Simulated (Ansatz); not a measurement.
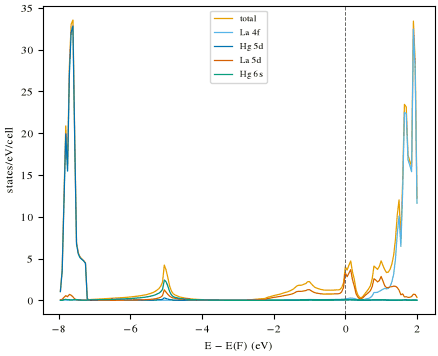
Figure. Total and projected density of states of LaHg (CsCl type, Pm-3m), r²SCAN in the plane-wave PAW code Ansatz

Q: Which orbitals carry the states next to the Fermi level?

A: Within 0.5 eV of the Fermi level: La 5d 71 %, La 4f 7 %, outside the projected shells 15 %. Projections are on Löwdin-orthogonalised atomic valence shells; empty p or d shells of many metals are not among them.

Q: Where is the tallest occupied peak in this window, and what makes it?

A: Near -7.6 eV, about 34 states/eV per cell; the largest projected share is Hg 5d.

The workflow started from an entry of the Crystallography Open Database (COD). Whether it is the stable phase at ambient conditions was not checked. The cell was relaxed with r²SCAN under the symmetry of its start; its stability against distortions is not shown here. Spin–orbit coupling is left out wherever it is not named.

Potentials: the later of the program's two PAW sets.
